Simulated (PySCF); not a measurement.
```xyz
12

B    -1.4141    0.0766   -0.1619
H    -1.8778    0.7842   -1.0342
H    -2.2277   -0.5194    0.5125
P    -0.0338    1.0322    0.8885
B     1.4359   -0.0714    0.1493
H     1.9737   -0.7560    0.9958
H     2.1890    0.5554   -0.5671
P     0.0482   -1.0629   -0.8597
H    -0.1784    0.9917    2.2968
H     0.0538    2.4292    0.6756
H    -0.0438   -2.4474   -0.5766
H     0.1906   -1.0951   -2.2680
```

Geometry: PBE0-D3(BJ)/def2-SVP.

Theory: PBE0/pcSseg-1, SCF density, gas phase, non-relativistic (PySCF 2.14.0).

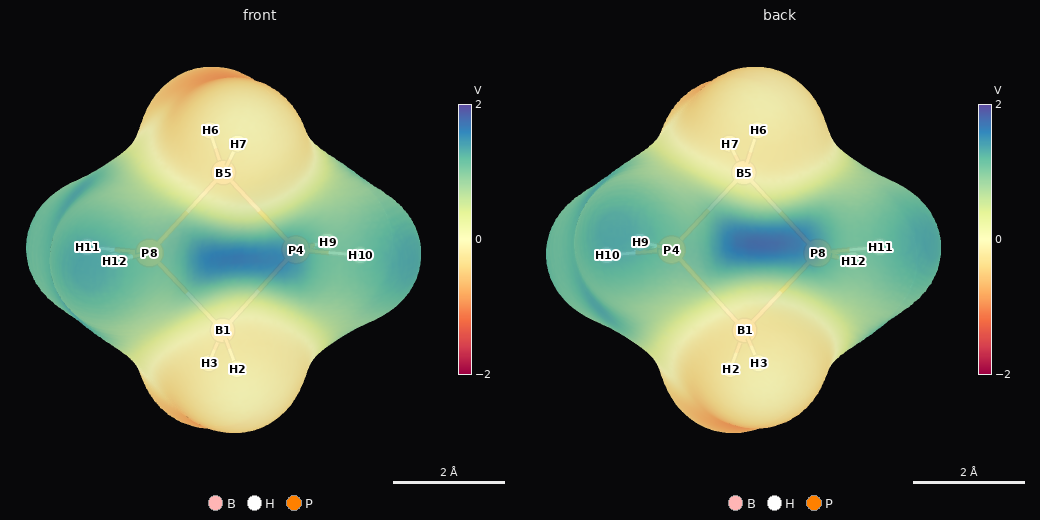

B₂H₈P₂. The electrostatic potential painted on the density surface at 0.004 e/bohr³, seen from the front and from behind; red is negative and blue positive.

Q: Which sites attract a positive test charge, and which a negative one?

A: A positive charge is drawn to the negative regions and a negative charge to the positive ones. The most negative region (about −0.9 V) lies over H6, the most positive (about +1.7 V) over B1, P4, B5 and P8.

Q: What dipole moment does the calculation give?

A: Its dipole moment is 0.08 D.
